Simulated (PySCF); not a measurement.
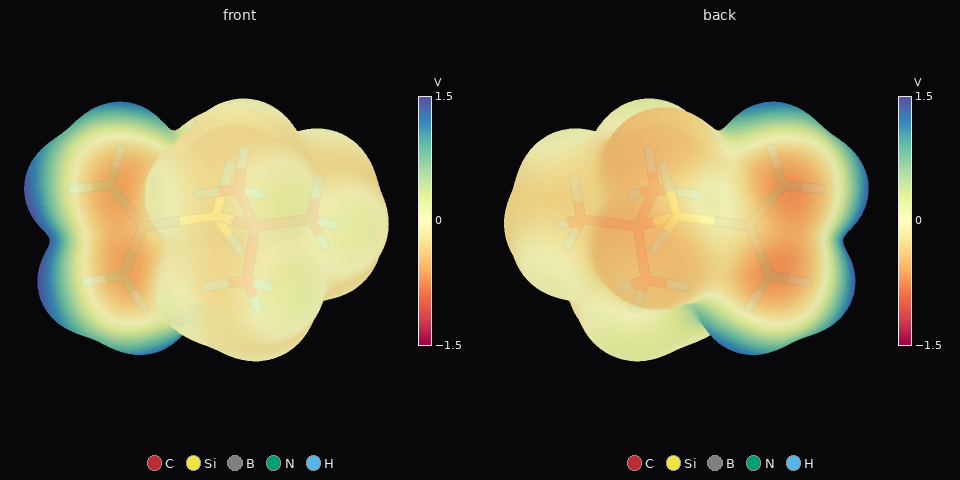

Figure 1: C4H15BN2Si (SMILES CC(C)(C)[SiH2]B(N)N). The electrostatic potential painted on the density surface at 0.001 e/bohr³, seen from the front and from behind; the colour scale runs from red (negative) to blue (positive).

Geometry: GFN2-xTB.

Theory: PySCF, PBE0/pcSseg-1, SCF density, gas phase, non-relativistic.

Input file:

```
{"job": {"kind": "nmr", "xc": "PBE0", "basis": "pcSseg-1"}, "charge": 0, "multiplicity": 1}
C     -1.128763     1.350277    -0.569194
C     -1.018578    -0.167810    -0.432980
C     -1.470997    -0.570287     0.970118
C     -1.941898    -0.823119    -1.456731
Si     0.815950    -0.710679    -0.703288
B      2.033001     0.136269     0.583977
N      2.418897     1.480588     0.444828
N      2.537732    -0.577763     1.684040
H     -0.805562     1.671853    -1.557729
H     -0.510655     1.849955     0.174690
H     -2.159629     1.678536    -0.428308
H     -1.408609    -1.649430     1.097415
H     -0.846353    -0.099782     1.728067
H     -2.504746    -0.268703     1.146181
H     -1.648920    -0.550044    -2.467792
H     -1.899292    -1.906505    -1.373434
H     -2.975753    -0.509793    -1.303883
H      1.083189    -0.408199    -2.130125
H      0.780906    -2.192678    -0.664749
H      3.042060     1.950844     1.080394
H      2.123050     2.066073    -0.314772
H      2.319117    -1.539892     1.866288
H      3.161098    -0.182727     2.368758
```

Run with:

```sh
OMP_NUM_THREADS=1 python probes_run.py task.json out
```

> Which sites attract a positive test charge, and which a negative one?

A positive charge is drawn to the negative regions and a negative charge to the positive ones. The most negative region (about −0.7 V) lies over N7 and N8, the most positive (about +1.4 V) over H20 and H23.
